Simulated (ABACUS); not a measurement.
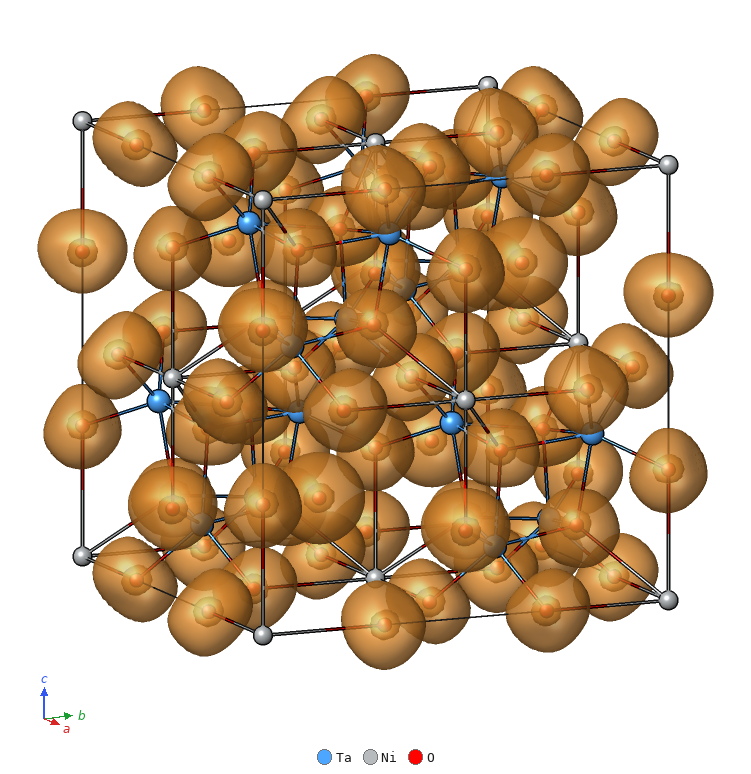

Figure. Ta4NiO11. Isosurface of the electron localisation function at 0.65 (orange), seen slightly off an axis. Only the valence region is drawn (cores and ρ < 0.01 e/Å³ removed). Sticks mark near contacts.

Space group F-43m; a generated structure, not necessarily the stable one; spin-polarised.

Method: ABACUS 3.10.1, Kohn-Sham DFT of a periodic cell, PBE, PseudoDojo NC SR 0.4.1 PBE standard.

In a pseudopotential calculation such maps are meaningful between the atoms, not at the nuclei.

Question: Describe the localisation domains.

Answer: The ELF exceeds this value in 44 regions wrapped around O (the valence shell of each), counted in one cell of 64 atoms. Regions shared between cells count once. Along the contacts the grid gives the following. Ta–O (1.91 Å): the ELF peaks at about 0.85 in the valence shell of O, 0.6 Å from its nucleus, and drops to about 0.25 between the two atoms: no localised pair shows between them. Ni–O (2.64 Å): the ELF is about 0.05 at the midpoint; no shared electron pair shows on this line.
